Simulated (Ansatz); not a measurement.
Response to strain in SiC

The parent structure is SiC in the wurtzite structure (space group P6_3mc, No. 186; a = 3.075 Å, c = 5.049 Å).

Strains are applied to the cell and any free atomic positions relax.

Method: r2SCAN/PAW in Ansatz (a program for electronic structure), spin-orbit coupling left out, earlier PAW set.

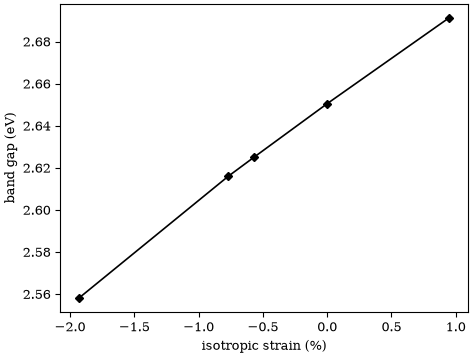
Band gap against isotropic strain

**Question.** From the plot, what is the band gap for isotropic strain −0.77 %?

**Answer.** About 2.62 eV.

**Question.** Is the trend monotonic over the range shown?

**Answer.** Yes, it rises throughout, spanning 2.56 eV to 2.69 eV.

Whether these cells are dynamically stable was not tested.
